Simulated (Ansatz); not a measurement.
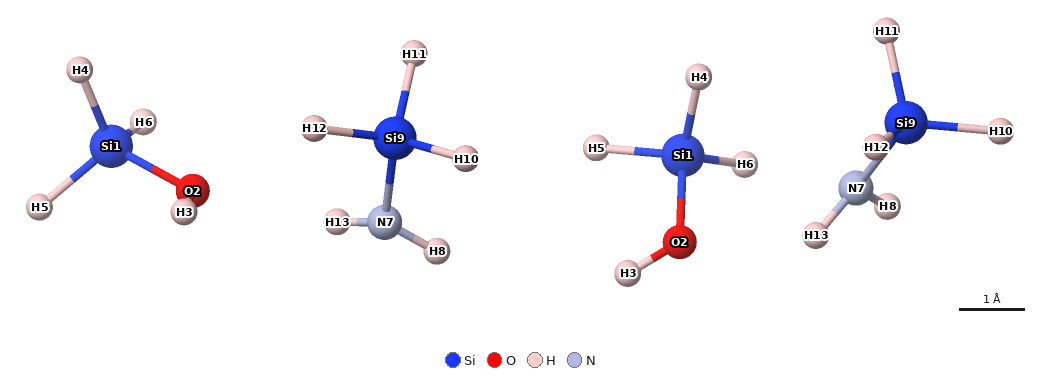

Two geometries of Si2NH9O, drawn at one scale. One is the start of a relaxation, the other its converged end. A ball-and-stick model, seen at a tilt.

Theory: RHF/6-31G* in Ansatz 0.2.0. (no spin polarisation; force threshold 0.03 eV/Å; at most 50 steps)

Which one is relaxed?

Answer. The left one is the relaxed one. The run prepares an end point of a later path (reaction) calculation, from a guessed geometry. The atom that moves furthest after the best rigid fit is H3 (1.61 Å). Largest moves by element: H 1.61 Å, O 1.03 Å, N 0.95 Å, Si 0.85 Å. Near-neighbour distances that change, for instance: N7–H13 1.024 → 1.000 Å, Si1–O2 1.671 → 1.654 Å, N7–Si9 1.731 → 1.721 Å, Si1–H4 1.466 → 1.476 Å. Bond angles that change, for instance: O2–Si1–H6 112.2° → 106.5°, O2–Si1–H5 105.9° → 111.0°, Si1–O2–H3 115.1° → 118.8°. Groups turn about Si1–O2 by about 65°. The energy falls by 0.130 eV in 33 accepted moves (37 points after the start). Largest force component: 0.86 eV/Å at the start, 0.027 eV/Å at the end. The line search rejected the trial steps at points 4, 14, 34, 36 of the run. The forces were under the threshold at step 29, but the run went on from there.

Limits of the set-up: the start holds two separate molecules, 2.2 Å apart at their closest, whose relative position is a soft coordinate and is computed without a dispersion correction; Hartree-Fock leaves out electron correlation.
